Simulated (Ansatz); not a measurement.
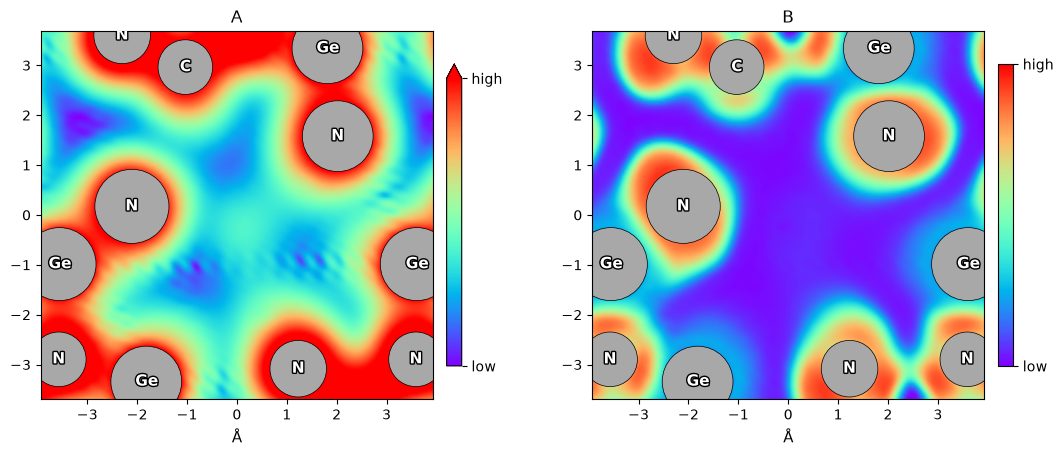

Ge₂CN₄: 2 fields on the (010) plane of the conventional cell, with unlabelled colour scales. Grey discs cover the atomic cores.

Space group Pm; a structure from a database of computed crystals, not necessarily the ambient phase; started from the beta-nitride host prototype, which need not be the ambient phase.

All numbers below come from DFT, r2SCAN, plane waves, PAW in Ansatz.

Which field does each panel show? The fields are: electron localisation function and valence pseudo-density.

Panel A: valence pseudo-density. Panel B: electron localisation function. From the grid: Ge–N (1.77 Å): ρ is about 1.1 e/Å³ halfway; the ELF peaks at about 0.85 in the valence shell of N, 0.6 Å from its nucleus, and is about 0.60 at the midpoint. C–N (1.42 Å): ρ at the midpoint is about 2.1 e/Å³; the ELF peaks at about 0.90 between the atoms; a shared electron pair.
